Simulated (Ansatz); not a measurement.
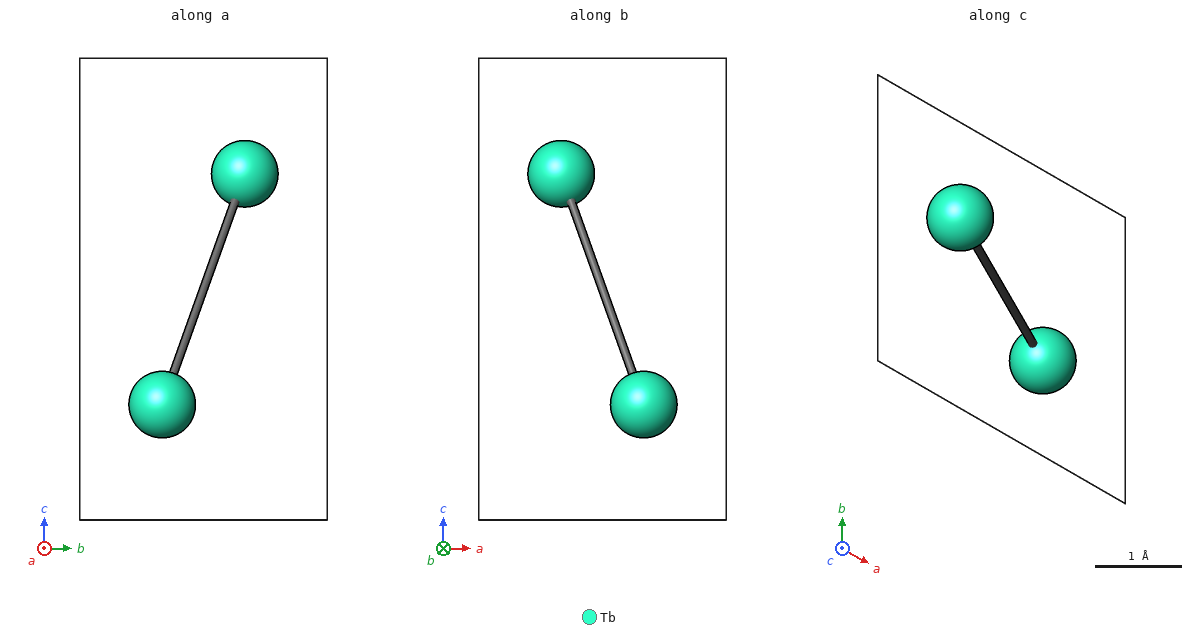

View along the a axis, along the b axis and along the c axis, drawn as a ball-and-stick model. The frame is the conventional unit cell; atoms at its boundary are shown with their periodic copies.

Lattice parameters: a = 3.3606 Å, b = 3.3606 Å, c = 5.4247 Å, α = 90.000°, β = 90.000°, γ = 120.000°.

### Reconstruct the structure as a CIF with its space group and independent sites.

```cif
data_structure
_symmetry_space_group_name_H-M 'P 63/m m c'
_symmetry_Int_Tables_number 194
_cell_length_a 3.3606
_cell_length_b 3.3606
_cell_length_c 5.4247
_cell_angle_alpha 90.000
_cell_angle_beta 90.000
_cell_angle_gamma 120.000
_cell_volume 53.06
loop_
_atom_site_label
_atom_site_type_symbol
_atom_site_symmetry_multiplicity
_atom_site_Wyckoff_symbol
_atom_site_fract_x
_atom_site_fract_y
_atom_site_fract_z
_atom_site_occupancy
Tb1 Tb 2 d 0.3333 0.6667 0.7500 1
```

Starting structure: the standard structure of this element. Earlier steps of the study may have refined or changed the cell and positions. An electronic-structure calculation with Ansatz was run on it.

At this level of theory the cell isn't at rest (stretched, at -4 GPa), so its distances can differ from those at equilibrium, the more so the softer the solid.
